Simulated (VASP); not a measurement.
Band structure of FeGe (space group P2_13). All values below come from PBE GGA, VASP's PBE PAW potentials (set 64) (plane waves; VASP 6.6.1).

The run has a spin-polarised start.

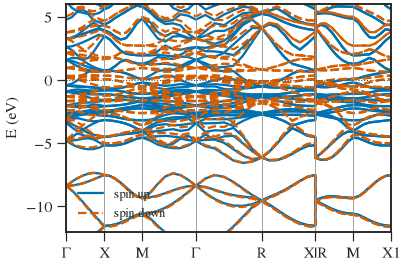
Figure: Bands along high-symmetry lines, zero at the valence-band maximum or, without a gap, the Fermi level

### Question
Read the plot: is there a gap, and where are the band edges?

### Answer
It has no gap at this level: it comes out as a metal or semimetal.

The structure comes from a computed database's FeGe entry; how it stands against other phases isn't given here. The cell was not relaxed at this level. The k-mesh is coarse (spacing up to 0.44 per Å, 2π included), so the numbers may not be converged in it.
